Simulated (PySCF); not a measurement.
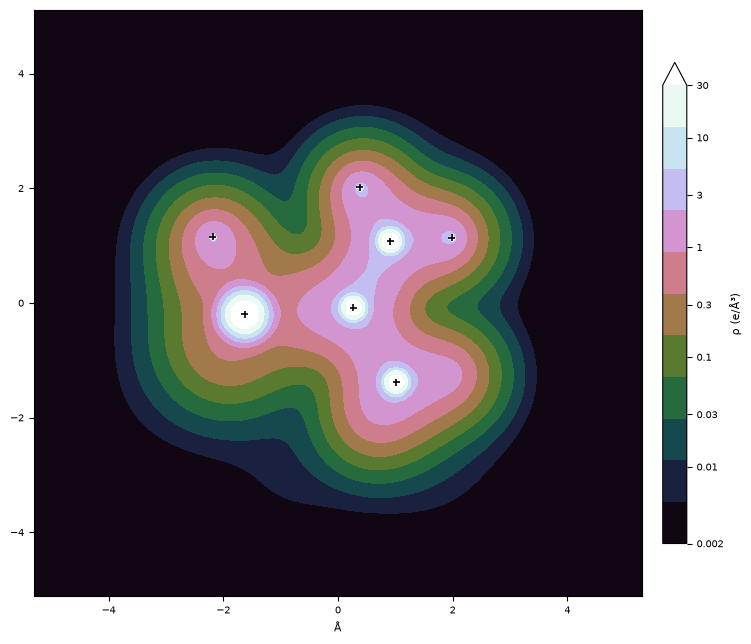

The electron density on a plane through atoms (crosses mark nuclei in the plane).

These are results of wB97X-D/def2-SVPD, SCF density, gas phase in PySCF, not measurements.

Candidates:
A. C4H12GeO
B. C3H10SSi3 (SMILES C=C1C[SiH2]S[SiH2][SiH2]1)

Question: Which system is this?

Answer: Candidate B: C3H10SSi3 on the plane of atoms C2, C1 and H8, which holds C, Si and H. C–C (1.33 Å): ρ is about 2.3 e/Å³ halfway. C–Si (1.89 Å): ρ at the midpoint is about 0.94 e/Å³.
